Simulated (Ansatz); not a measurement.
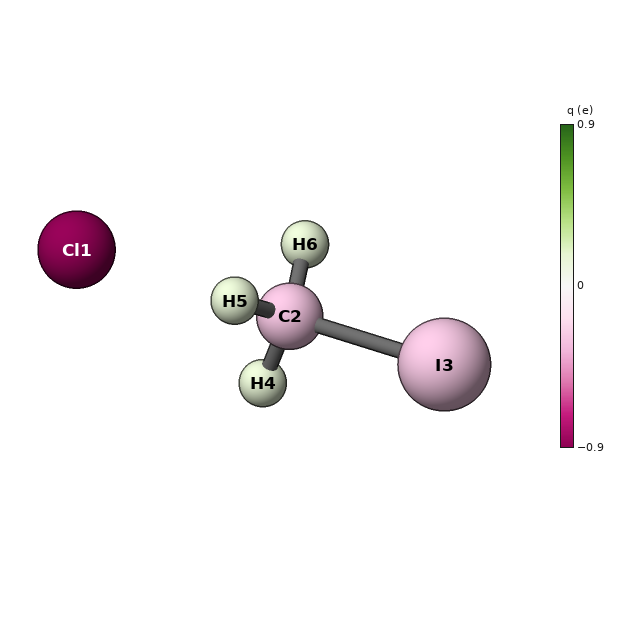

Atoms are coloured by their Mulliken charges. The species has charge −1 and is a spin singlet. The geometry was computed by an optimisation with PBE0-D4/def2-TZVPD. Properties computed with RKS PBE0-D4/def2-TZVP, core potentials on I (Ansatz 0.2.0).

Give the Mulliken charges atom by atom.

```tsv
atom	value (e)
Cl1	−0.87
C2	−0.29
I3	−0.29
H4	0.15
H5	0.15
H6	0.15
```

Mulliken values depend strongly on the basis set and can even reverse the polarity of a bond.
